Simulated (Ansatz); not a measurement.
**Computed scan of one atom of the cell: NiSi2 (fluorite type, space group Fm-3m)**

Relaxed NiSi2 (fluorite type, space group Fm-3m):

```yaml
crystal:
  lattice:
    - [0.00000, 2.72203, 2.72203]
    - [2.72203, 0.00000, 2.72203]
    - [2.72203, 2.72203, 0.00000]
  atoms:
    - { symbol: Ni, position: [0.00000, 0.00000, 0.00000] }
    - { symbol: Si, position: [0.25000, 0.25000, 0.25000] }
    - { symbol: Si, position: [0.75000, 0.75000, 0.75000] }
```

In this cell atom 3 (Si, nearest neighbour Ni at 2.357 Å; its periodic images, 3.8 Å or more away, move with it) is moved by s towards the nearest neighbour, unit vector (-0.577, 0.577, -0.577); all other atoms and the cell stay fixed.

All values below come from PBE (plane waves to 420 eV, PAW, scalar-relativistic; Ansatz, an electronic-structure program). k mesh 12×12×12 (Γ-centred), Fermi-Dirac smearing 0.05 eV. The energy includes the smearing's −TS. With partly filled bands, energies and forces of such displacements shift with the k mesh and the smearing. NiSi2 is run without spin polarisation. NiSi2 was relaxed with its symmetry unable to fall. The PAW data are Ansatz's earlier set. The zero of ΔE is the undisplaced structure.

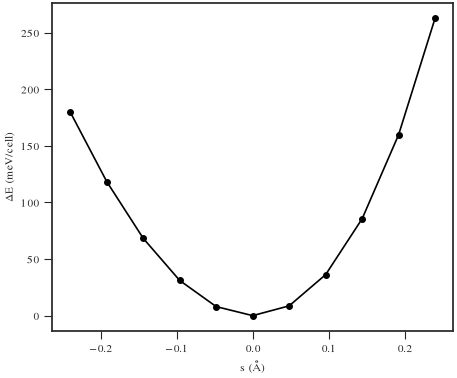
Figure: ΔE (meV/cell) against s (Å); markers are the computed points, lines only join them.

The energy at s = 0.240 Å is 263 meV/cell. The force constant k = d²E/ds² at s = 0 (finite differences) is 7.19 eV/Å². Shape of the curve: a single well with its minimum at or next to zero displacement. Harmonic estimate at the end of the scan: ½ks² = 207 meV/cell against the computed 263 meV/cell, so the well is stiffer than harmonic there. Symmetry of the curve: not even: the positive side lies higher at ±0.240 Å.

With its periodic images moving along, the atom's site symmetry in this cell is -43m.

(A displaced cell: forces are minus the slopes of the energy, force constants its curvatures, and phonons follow from these.)
